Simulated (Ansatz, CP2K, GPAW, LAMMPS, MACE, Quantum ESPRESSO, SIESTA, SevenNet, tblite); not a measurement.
**GPAW runs on amorphous Si0.9Ge0.1 (94 atoms)**

Wanted: GPAW inputs and outputs for amorphous Si0.9Ge0.1 (94 atoms), checked against a plane-wave reference.

Calculated with GPAW 26.7.0; the method is named at each step.

### 1. Starting point

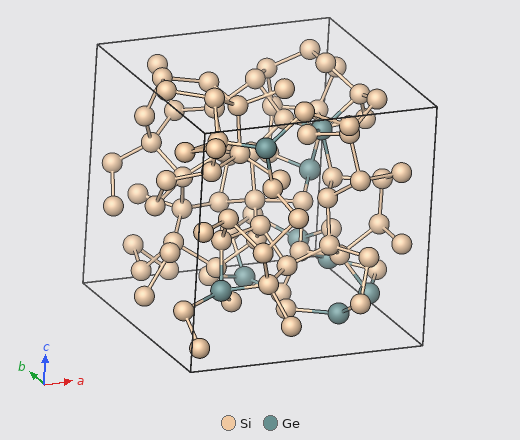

Start, viewed slightly off an axis; silicon light orange, germanium teal. Some periodic images of atoms are drawn too.

The cell holds 94 atoms: 85 Si and 9 Ge. Its edges and angles: a = 12.402 Å, b = 12.402 Å, c = 12.402 Å, α = 90.0°, β = 90.0°, γ = 90.0°. 94 atoms (85 Si, 9 Ge) placed at random at 2.65 g/cm³, melted at 3500 K for 10 ps at fixed volume with the Tersoff potential (Tersoff, Phys. Rev. B 39, 5566 (1989)). Quenched from 3500 K to 700 K at 3 K/ps and fixed volume, held 5 ps.

The yardstick, on the same geometry:

```
method                 : Kohn-Sham DFT, PBE, PAW, plane waves (Ansatz 0.2.0); cutoff 420 eV, Γ point, fermi-dirac smearing of 0.05 eV; PAW set soft_2
r.m.s. force component : 0.7519 eV/Å
longest force          : 2.567 eV/Å
pressure               : 1.79 GPa
SCF cycles             : 11
time                   : 11 s on 8 threads of Arm Neoverse V2, shared host
CPU time               : 83 s
```

### 2. PBE, LCAO dzp, h 0.2 Å

Method: Kohn-Sham DFT, PBE, PAW, atomic orbitals (dzp).

The input, run.py:

```python
import numpy as np
from ase.io import read
from gpaw import GPAW, FermiDirac

atoms = read("structure.xyz")
atoms.calc = GPAW(
    mode="lcao",
    basis="dzp",
    h=0.2,
    xc="PBE",
    kpts={"size": (1, 1, 1), "gamma": True},
    occupations=FermiDirac(0.05),
    maxiter=200,
    symmetry={"point_group": False},
    txt="gpaw.txt",
)
energy = atoms.get_potential_energy(force_consistent=True)
forces = atoms.get_forces()
print(f"energy {energy:.6f} eV")
print("forces (eV/A)")
for i, (a, f) in enumerate(zip(atoms, forces)):
    print(f"{i:4d} {a.symbol:2s} {f[0]:10.5f} {f[1]:10.5f} {f[2]:10.5f}")
print(f"Fermi level {atoms.calc.get_fermi_level():.4f} eV")
for k in range(len(atoms.calc.get_ibz_k_points())):
    for s in range(atoms.calc.get_number_of_spins()):
        e = atoms.calc.get_eigenvalues(kpt=k, spin=s)
        n = np.searchsorted(e, atoms.calc.get_fermi_level())
        print(f"k {k} spin {s} levels about the Fermi level:", np.round(e[max(n - 6, 0):n], 4).tolist(), "|", np.round(e[n:n + 6], 4).tolist())
```

The input, structure.xyz:

```xyz
94
Lattice="12.40220 0.00000 0.00000 0.00000 12.40220 0.00000 0.00000 0.00000 12.40220" Properties=species:S:1:pos:R:3 pbc="T T T"
Si 4.42759 6.89203 2.36907
Si 12.19248 10.92175 10.40941
Si 7.27587 9.67967 10.81472
Si 0.09240 9.75061 4.98296
Si 3.77362 9.71551 4.45140
Si 2.89914 5.09408 12.01476
Si 1.51307 9.17118 1.68732
Si 9.82329 5.74135 6.88496
Si 2.86850 2.71187 6.62885
Si 2.54791 7.90938 3.51875
Si 0.45628 2.09758 2.36187
Si 3.23908 12.27136 11.03883
Si 0.86791 0.47240 11.34739
Si 11.04056 3.88164 11.50664
Si 2.70331 4.53796 8.42246
Si 5.10859 9.54721 9.59112
Si 11.81297 4.38182 4.74979
Si 6.92130 8.93901 7.32437
Si 0.48505 0.15155 1.14088
Si 4.96534 2.32157 8.12357
Si 0.69130 11.38472 6.54687
Si 8.27202 1.08383 11.48332
Si 5.94623 10.10866 4.39757
Si 7.09592 11.05731 2.45055
Si 8.43945 8.61928 8.99060
Si 0.89780 6.34497 12.16718
Si 11.28476 6.28209 10.84882
Si 7.79342 4.63941 9.75086
Si 2.43802 3.48142 10.41475
Si 10.09551 7.80495 12.03472
Si 6.25232 6.42062 3.80872
Si 9.19263 2.87012 10.30846
Si 8.50431 2.94602 4.55657
Si 11.68300 9.32869 2.67639
Si 2.07923 11.37579 2.14335
Si 1.04141 6.03454 7.59498
Si 6.91423 8.17392 5.13079
Si 8.03638 7.00352 0.60833
Si 3.15301 8.58195 6.58978
Si 5.60245 4.74657 5.23782
Si 1.32145 5.73800 3.92244
Si 1.20239 9.18110 9.74639
Si 5.39669 0.25474 1.69178
Si 4.69609 6.15273 11.02667
Si 8.60254 3.65629 6.73539
Si 9.67024 0.92434 4.55235
Si 8.76377 11.51333 10.51248
Si 8.65946 6.45076 2.91477
Si 2.17287 10.25315 7.87031
Si 3.96474 0.90139 5.41418
Si 6.34645 4.36185 7.64732
Si 1.26825 7.57340 5.67413
Si 6.72187 3.63769 1.19173
Si 9.79947 4.40055 3.36918
Si 6.13810 1.73569 12.20277
Si 5.00615 8.84264 1.15229
[... 34 atom lines left out ...]
Ge 4.32800 2.01809 10.40470
Ge 11.02977 3.44198 1.58823
Ge 10.35522 9.36614 5.87133
Ge 7.13040 9.25613 0.69589
```

On the command line:

```
$ OMP_NUM_THREADS=1 python run.py > output.txt
```

What it wrote:

```text
energy -461.752787 eV
forces (eV/A)
   0 Si   -0.22870   -0.86757    0.25090
   1 Si    0.02277    0.26288    0.32857
   2 Si   -0.35557    0.68464   -2.02177
   3 Si    0.35656   -1.24222   -0.62510
   4 Si   -2.25614    0.22619    1.18562
   5 Si   -0.12427   -0.44905   -0.07435
   6 Si   -0.96517   -0.06994    1.34940
   7 Si   -0.36864    0.01463   -0.20141
   8 Si    0.94173    0.64545    1.40393
   9 Si    0.64397    0.08021   -1.40462
  10 Si    0.34422    0.24493    0.92254
  11 Si   -0.27716    0.18659   -0.13562
  12 Si    0.34639   -0.23786   -1.61516
  13 Si   -0.41512    0.38024   -0.36489
  14 Si    0.39942    0.64828   -1.25695
  15 Si   -0.23464    0.51190    2.11873
  16 Si   -0.04217    0.09844   -0.37841
  17 Si    0.45484    0.44446   -1.02799
  18 Si   -0.69881    0.49819    0.21234
  19 Si    0.46309    0.69306   -0.52699
  20 Si    0.05322    1.28947    0.01425
  21 Si    0.00655    1.10983    0.63723
  22 Si    1.98158    0.94228   -0.76214
  23 Si   -0.88882   -0.21099   -0.36743
[...]
86 Ge   -0.30128    0.36523    0.08749
  87 Ge   -0.54415   -0.75965   -0.43284
  88 Ge    0.67460   -0.84293   -0.28058
  89 Ge   -1.05775    0.35307   -0.31554
  90 Ge    0.29480   -0.41558    0.86977
  91 Ge    0.99821    0.20284   -1.01028
  92 Ge   -0.52678   -0.29980   -0.27203
  93 Ge    2.05828    0.51581    0.88042
Fermi level 5.4512 eV
k 0 spin 0 levels about the Fermi level: [4.9231, 5.0692, 5.1779, 5.2964, 5.3813, 5.4098] | [5.4631, 5.5605, 5.6961, 5.8363, 5.9718, 6.1393]
```

gpaw.txt:

```text
Input parameters:
  mode=LCAO(),
  basis={'default': 'dzp'},
  h=0.2,
  kpts=MonkhorstPack(size=(1, 1, 1), gamma=True),
  maxiter=200,
  occupations=Occupations(name='fermi-dirac', width=0.05, fixmagmom=False),
  symmetry=Symmetry(point_group=False),
  xc=XC(name='PBE')
Unit cell  # Å
| periodic |         x |         y |         z |   lengths |    angles |
|----------|-----------|-----------|-----------|-----------|-----------|
|      yes | 12.402200 |  0.000000 |  0.000000 | 12.402200 | 90.000000 |
|      yes |  0.000000 | 12.402200 |  0.000000 | 12.402200 | 90.000000 |
|      yes |  0.000000 |  0.000000 | 12.402200 | 12.402200 | 90.000000 |
Number of symmetries: 1
Symmetry operations  # r_c * U_cc + t_c -> r_c
|   | kind |            matrix            |
|---|------|------------------------------|
| 0 |  E   |  1, 0, 0,  0, 1, 0,  0, 0, 1 |
BZ-sampling:
  Number of BZ points: 1
  Number of IBZ points: 1
  Monkhorst-Pack size: [1, 1, 1]
  Monkhorst-Pack shift: [0, 0, 0]
[... lines left out ...]
  Fermi-Dirac:
[... lines left out ...]
xc functional:
  name: PBE with 2 nearest neighbor stencil
interpolation: tri-quintic # 5. degree polynomial
Initialization done in: 10.826 s
convergence criteria:
- Maximum [total energy] change in last 3 cyles: 0.0005 eV / valence electron
- Maximum integral of absolute [dens]ity change: 0.0001 electrons / valence electron
- Maximum integral of absolute [eigenst]ate change: 4e-08 eV^2 / valence electron
maximum number of iterations: 200
SCF iterations
|iter     |      energy | eigst |  dens |
|---------|-------------|-------|-------|
|iter:   1| -463.139125 |      c|       |
|iter:   2| -462.622181 |      c| -0.92 |
|iter:   3| -483.351862 |      c| -0.95 |
|iter:   4| -493.870285 |      c| -1.05 |
|iter:   5| -464.388411 |      c| -0.94 |
|iter:   6| -462.251602 |      c| -1.48 |
|iter:   7| -461.858612 |      c| -1.70 |
|iter:   8| -461.723463 |      c| -1.93 |
|iter:   9| -461.740722c|      c| -2.15 |
|iter:  10| -461.655791c|      c| -2.18 |
|iter:  11| -461.657209c|      c| -2.45 |
[...]
|iter:  15| -461.633714c|      c| -3.48 |
|iter:  16| -461.633748c|      c| -3.68 |
|iter:  17| -461.633645c|      c| -4.01c|
Converged in 17 steps
SCF loop duration: 310.443 s (18.261 s/step)
Energy contributions relative to reference atoms: (reference = -1184218.001942)
Energy contributions:
  Kinetic:         703.488982
  Coulomb:        -601.111468
  Zero:             -1.141084
  External:          0.000000
  Xc:             -562.750934
  Entropy:          -0.238283
  Spinorbit:         0.000000
  ----------------------------
  Free energy:    -461.752787
  Extrapolated:   -461.633645
dipole moment: (-18.016184, -35.318086, 96.382497)  # |e|*Ang
Fermi level: 5.451
Eigenvalues  # (at kpt = [0.000, 0.000, 0.000])
| band index |      eig [eV] | occ [0-2] |
|------------|---------------|-----------|
|          0 |        -7.006 |     2.000 |
|        ... |               |           |
|        180 |         4.765 |     2.000 |
|        181 |         4.804 |     2.000 |
[...]
|        195 |         6.310 |     0.000 |
|        ... |               |           |
|        229 |         7.875 |     0.000 |
Gap: 0.053 eV
Transition (v -> c):
  (s=0, k=0, n=187, [0.00, 0.00, 0.00]) -> (s=0, k=0, n=188, [0.00, 0.00, 0.00])
No difference between direct/indirect transitions
Force computation time: 43.283  # s
timing:  # [seconds]
  Total:  364.588  # ━━━━━━━━━━━━━━━━━━━━━━━━━━━━━━━━━━━━━━━━━━━━━━━━━━━━━━━━
  Init:    10.825  # ━╸
  SCF:    310.443  # ━━━━━━━━━━━━━━━━━━━━━━━━━━━━━━━━━━━━━━━━━━━━━━━╸
  Forces:  43.283  # ━━━━━━╸
```

Wall time 6.1 min (1 thread of Arm Neoverse V2, shared host); peak memory 2.2 GiB.

Banners, paths, timers and routine set-up lines are dropped from the logs unmarked, and long logs keep their key lines alone; longer cuts are marked.

Compared with the plane-wave run:

| Property | Result |
| --- | --- |
| r.m.s. force component | 0.792 eV/Å |
| r.m.s. difference of force components | 54.14 meV/Å |
| longest difference of force vectors | 273.3 meV/Å |
| force difference over r.m.s. force | 7.201 % |
| slope of forces against the reference's | 1.052 |
| correlation of force components | 0.9989 |

Length of the force difference by element (eV/Å):

```csv
element,atoms,mean,most
Ge,9,0.11,0.27
Si,85,0.080,0.24
```

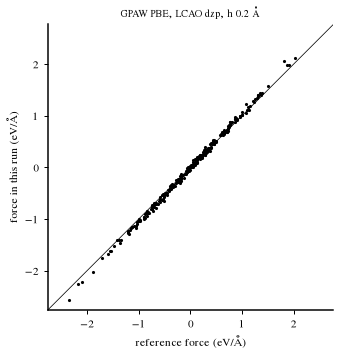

Force components against those of the reference; the line marks equality.

A closer look about Si58, picked at random: 9 atoms, nearest first, numbered in the order of the input, with positions taken from that point.

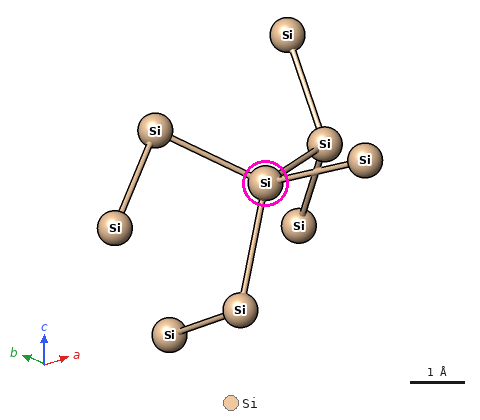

The atoms of the table, within 3.9 Å (arrows a, b, c point along x, y, z); some may hide others; the central atom is ringed.

```csv
atom,x,y,z,distance (Å),bonds,Fx,Fy,Fz (eV/Å)
Si58,0.00,0.00,0.00,0.00,4,-0.04,-1.04,-0.04
Si29,2.14,0.82,0.01,2.29,4,0.20,0.22,0.87
Si14,-1.66,1.22,1.10,2.33,4,-0.42,0.38,-0.36
Si65,-0.79,-0.20,-2.28,2.42,4,-0.25,-0.58,0.81
Si13,0.57,-2.19,0.94,2.45,4,0.35,-0.24,-1.62
Si32,-3.50,0.21,-0.10,3.51,4,-0.15,0.06,-0.04
Si15,2.41,1.88,-1.98,3.64,4,0.40,0.65,-1.26
Si61,-0.82,1.79,-3.34,3.88,4,-0.54,1.44,-0.52
Si6,2.60,2.43,1.61,3.91,4,-0.12,-0.45,-0.07
```

Atoms are counted from 1 here, from 0 in the log.

Forces lie 7.2 % from the reference's, at 4.4 times its CPU time (on 1 against 8 cores).

### 3. PBE, LCAO dzp, h 0.2 Å, other mixer settings

Method: Kohn-Sham DFT, PBE, PAW, atomic orbitals (dzp).

run.py: that of step 2 with these lines changed.

```diff
@@ -2,3 +2,4 @@
 from ase.io import read
-from gpaw import GPAW, FermiDirac
+from gpaw import GPAW, FermiDirac, Mixer
+from ase.parallel import parprint as print
 
@@ -12,2 +13,3 @@
     occupations=FermiDirac(0.05),
+    mixer=Mixer(0.03, 7, 100),
     maxiter=200,
```

structure.xyz is that of step 2.

On the command line:

```
$ OMP_NUM_THREADS=1 mpirun -np 2 gpaw python run.py > output.txt
```

What it wrote:

```text
energy -461.752780 eV
forces (eV/A)
   0 Si   -0.22709   -0.86618    0.25136
   1 Si    0.02440    0.26272    0.33038
   2 Si   -0.35601    0.68449   -2.02267
   3 Si    0.35536   -1.24116   -0.62659
   4 Si   -2.25446    0.22651    1.18341
   5 Si   -0.12362   -0.44733   -0.07546
   6 Si   -0.96245   -0.06944    1.34786
   7 Si   -0.37171    0.01578   -0.20201
   8 Si    0.94179    0.64424    1.40343
   9 Si    0.64658    0.08008   -1.40703
  10 Si    0.34457    0.24471    0.92221
  11 Si   -0.27651    0.18453   -0.13597
  12 Si    0.34778   -0.23939   -1.61394
  13 Si   -0.41375    0.37864   -0.36335
  14 Si    0.40156    0.64970   -1.25731
  15 Si   -0.23492    0.51131    2.11927
  16 Si   -0.04276    0.09727   -0.37847
  17 Si    0.45198    0.44359   -1.02548
  18 Si   -0.69684    0.49846    0.21175
  19 Si    0.46203    0.69235   -0.52819
  20 Si    0.05543    1.28988    0.01398
  21 Si    0.00554    1.11019    0.63620
  22 Si    1.98117    0.94297   -0.76462
  23 Si   -0.89036   -0.21149   -0.36512
[...]
86 Ge   -0.30049    0.36317    0.08787
  87 Ge   -0.54412   -0.76437   -0.43063
  88 Ge    0.67009   -0.84083   -0.27997
  89 Ge   -1.06339    0.35369   -0.31702
  90 Ge    0.29484   -0.41636    0.87136
  91 Ge    0.99530    0.20409   -1.01265
  92 Ge   -0.52981   -0.30106   -0.27352
  93 Ge    2.05805    0.51444    0.88141
Fermi level 5.4514 eV
k 0 spin 0 levels about the Fermi level: [4.9234, 5.0693, 5.178, 5.2965, 5.3813, 5.4098] | [5.4634, 5.5607, 5.6962, 5.8363, 5.9719, 6.1394]
```

gpaw.txt:

```text
Input parameters:
  mode=LCAO(),
  basis={'default': 'dzp'},
  h=0.2,
  kpts=MonkhorstPack(size=(1, 1, 1), gamma=True),
  maxiter=200,
  mixer=Pulay(name='pulay', nmaxold=7, beta=0.03, weight=100, sigma=0.015, g_ss=None),
  occupations=Occupations(name='fermi-dirac', width=0.05, fixmagmom=False),
  symmetry=Symmetry(point_group=False),
  xc=XC(name='PBE')
Unit cell  # Å
[... lines left out ...]
  Fermi-Dirac:
[... lines left out ...]
convergence criteria:
- Maximum [total energy] change in last 3 cyles: 0.0005 eV / valence electron
[... lines left out ...]
Converged in 26 steps
[... lines left out ...]
  Coulomb:        -601.378453
  Zero:             -1.100426
  External:          0.000000
  Xc:             -562.767328
  Entropy:          -0.238186
  Spinorbit:         0.000000
  ----------------------------
  Free energy:    -461.752780
  Extrapolated:   -461.633687
dipole moment: (-18.012999, -35.321835, 96.384252)  # |e|*Ang
Fermi level: 5.451
Eigenvalues  # (at kpt = [0.000, 0.000, 0.000])
| band index |      eig [eV] | occ [0-2] |
|------------|---------------|-----------|
|          0 |        -7.006 |     2.000 |
|        ... |               |           |
|        180 |         4.765 |     2.000 |
|        181 |         4.804 |     2.000 |
[...]
|        195 |         6.310 |     0.000 |
|        ... |               |           |
|        229 |         7.875 |     0.000 |
Gap: 0.054 eV
Transition (v -> c):
  (s=0, k=0, n=187, [0.00, 0.00, 0.00]) -> (s=0, k=0, n=188, [0.00, 0.00, 0.00])
No difference between direct/indirect transitions
Force computation time: 22.075  # s
```

Run time: 4.7 min. Hardware: 2 MPI ranks; peak memory 2.3 GiB; 9.4 min of CPU time.

Against the reference:

| Property | Result |
| --- | --- |
| r.m.s. force component | 0.7921 eV/Å |
| r.m.s. difference of force components | 54.21 meV/Å |
| longest difference of force vectors | 273.1 meV/Å |
| force difference over r.m.s. force | 7.209 % |
| slope of forces against the reference's | 1.052 |
| correlation of force components | 0.9989 |
| energy less the same-level run's | 0.0001 meV/atom |
| r.m.s. force difference from the same-level run | 1.508 meV/Å |

Against the first run (7.2 %), the force difference from the reference is 7.2 %, at 1.5 times the CPU time (on 2 against 1 cores) (26 SCF steps against 17): another solver or mixer reaches the same state.

### 4. PBE, LCAO szp(dzp), h 0.2 Å

Method: Kohn-Sham DFT, PBE, PAW, atomic orbitals (szp(dzp)).

run.py: that of step 3 with these lines changed.

```diff
@@ -2,4 +2,3 @@
 from ase.io import read
-from gpaw import GPAW, FermiDirac, Mixer
-from ase.parallel import parprint as print
+from gpaw import GPAW, FermiDirac
 
@@ -8,3 +7,3 @@
     mode="lcao",
-    basis="dzp",
+    basis="szp(dzp)",
     h=0.2,
@@ -13,3 +12,2 @@
     occupations=FermiDirac(0.05),
-    mixer=Mixer(0.03, 7, 100),
     maxiter=200,
```

structure.xyz is that of step 3.

On the command line:

```
$ OMP_NUM_THREADS=1 python run.py > output.txt
```

What it wrote:

```text
energy -445.249543 eV
forces (eV/A)
   0 Si   -0.34444   -0.98900    0.12399
   1 Si   -0.01002    0.29374    0.36255
   2 Si   -0.52524    0.66091   -2.09442
   3 Si    0.52373   -1.24816   -0.74186
   4 Si   -2.37308    0.27783    1.19388
   5 Si   -0.19394   -0.43292    0.04289
   6 Si   -1.01693   -0.14786    1.36159
   7 Si   -0.37946    0.24305   -0.30155
   8 Si    0.92807    0.73570    1.58994
   9 Si    0.64356    0.12761   -1.50622
  10 Si    0.48888    0.34598    0.95212
  11 Si   -0.30895    0.04873   -0.02263
  12 Si    0.35857   -0.16132   -1.80521
  13 Si   -0.50654    0.54035   -0.23803
  14 Si    0.37765    0.62951   -1.37338
  15 Si   -0.24340    0.61384    2.26917
  16 Si   -0.04781    0.17691   -0.42385
  17 Si    0.64123    0.45214   -1.12351
  18 Si   -0.74647    0.49326    0.14496
  19 Si    0.55914    0.83904   -0.60061
  20 Si   -0.08015    1.42372   -0.08008
  21 Si    0.03388    1.02845    0.78334
  22 Si    2.00382    1.06275   -0.92364
  23 Si   -0.86226   -0.33489   -0.37792
[...]
86 Ge   -0.48980    0.22714    0.03603
  87 Ge   -0.51834   -0.69901   -0.36344
  88 Ge    0.73059   -0.99607   -0.23473
  89 Ge   -1.05685    0.30183   -0.27870
  90 Ge    0.43824   -0.35619    0.98920
  91 Ge    0.94539    0.14995   -1.07254
  92 Ge   -0.57219   -0.31671   -0.27998
  93 Ge    2.38354    0.63535    1.07415
Fermi level 5.2752 eV
k 0 spin 0 levels about the Fermi level: [4.7231, 4.8738, 4.9789, 5.1147, 5.2034, 5.2381] | [5.2867, 5.3819, 5.5204, 5.6827, 5.87, 6.0546]
```

gpaw.txt:

```text
Input parameters:
  mode=LCAO(),
  basis={'default': 'szp(dzp)'},
  h=0.2,
  kpts=MonkhorstPack(size=(1, 1, 1), gamma=True),
  maxiter=200,
  occupations=Occupations(name='fermi-dirac', width=0.05, fixmagmom=False),
  symmetry=Symmetry(point_group=False),
  xc=XC(name='PBE')
Unit cell  # Å
| periodic |         x |         y |         z |   lengths |    angles |
[... lines left out ...]
  Fermi-Dirac:
[... lines left out ...]
convergence criteria:
- Maximum [total energy] change in last 3 cyles: 0.0005 eV / valence electron
[... lines left out ...]
Converged in 17 steps
[... lines left out ...]
  Free energy:    -445.249543
  Extrapolated:   -445.130830
dipole moment: (-18.623091, -33.646290, 97.155948)  # |e|*Ang
Fermi level: 5.275
Eigenvalues  # (at kpt = [0.000, 0.000, 0.000])
| band index |      eig [eV] | occ [0-2] |
|------------|---------------|-----------|
|          0 |        -7.228 |     2.000 |
|        ... |               |           |
|        180 |         4.558 |     2.000 |
|        181 |         4.596 |     2.000 |
[...]
|        195 |         6.234 |     0.000 |
|        ... |               |           |
|        229 |         7.898 |     0.000 |
Gap: 0.049 eV
Transition (v -> c):
  (s=0, k=0, n=187, [0.00, 0.00, 0.00]) -> (s=0, k=0, n=188, [0.00, 0.00, 0.00])
No difference between direct/indirect transitions
Force computation time: 30.502  # s
timing:  # [seconds]
  Total:  280.254  # ━━━━━━━━━━━━━━━━━━━━━━━━━━━━━━━━━━━━━━━━━━━━━━━━━━━━━━━━
  Init:    10.081  # ━━
  SCF:    239.642  # ━━━━━━━━━━━━━━━━━━━━━━━━━━━━━━━━━━━━━━━━━━━━━━━━
  Forces:  30.502  # ━━━━━━
```

Run time: 4.7 min. Hardware: 1 thread; peak memory 2.1 GiB.

Against the reference:

* r.m.s. force component: 0.8468 eV/Å
* r.m.s. difference of force components: 148.7 meV/Å
* longest difference of force vectors: 669.6 meV/Å
* force difference over r.m.s. force: 19.77 %
* slope of forces against the reference's: 1.115
* correlation of force components: 0.9897

This is a coarse setting, run to see what it loses.

Against the first run (7.2 %), the force difference from the reference is 20 %, at 0.77 times the CPU time, with 846 basis functions against 1222: the smaller basis costs accuracy.

[end of part 1 of 2]

[Also dropped from logs without a mark: logging warnings of Python, and SIESTA's first energy breakdown and zero terms.]

[Logs are printed without paths, hosts, clocks, repeated set-up lines and the standing remarks that a program may print on its own settings, such as how far it seeks lower states.]

[Hosts, paths, dates, database ids (printed as entryN), source tags and the programs' standing remarks are cut or masked in the printed files.]
